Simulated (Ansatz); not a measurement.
Species, as SMILES: [GeH2] (GeH2) (closed-shell singlet).
Atoms: Ge1, H2, H3. Bonds: Ge1-H2, Ge1-H3.

Basis-set convergence of the harmonic zero-point energy at MP2 with Ansatz (a quantum-chemistry and plane-wave program). Each level at its own minimum, finite differences of forces, unscaled; the reference is a large set that could be run, not a limit. Cartesian d functions, on some or all atoms, in 6-31G*; all else is spherical. Cores are frozen (with 3d on Ga to Br). A restricted Hartree-Fock determinant is unstable towards unrestricted orbitals. No added dispersion term, no relativity. Reference: the value in def2-QZVPP, 7.07 kcal/mol, itself unsure by roughly 0.01 kcal/mol (its mean distance from cc-pVQZ, aug-cc-pVTZ, def2-TZVPPD). Deviations are taken from unrounded values. Cost is core time over that of cc-pVDZ, rough, on shared machines of one kind.

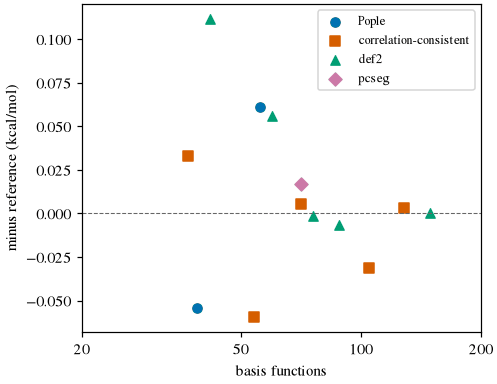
*Deviation from the reference against the number of basis functions, by family of sets.*

```csv
basis,functions,harmonic zero-point energy (kcal/mol),minus reference (kcal/mol),cost
cc-pVDZ,37,7.10,0.03,1×
6-31G*,39,7.01,-0.05,1×
def2-SVP,42,7.18,0.11,0.8×
aug-cc-pVDZ,54,7.01,-0.06,2×
6-311G**,56,7.13,0.06,1×
def2-TZVP,60,7.12,0.06,1×
cc-pVTZ,71,7.07,0.01,2×
pcseg-2,71,7.08,0.02,2×
def2-TZVPP,76,7.07,0.00,2×
def2-TZVPPD,88,7.06,-0.01,3×
aug-cc-pVTZ,105,7.04,-0.03,4×
cc-pVQZ,128,7.07,0.00,8×
def2-QZVPP,149,7.07,0.00,10×
```
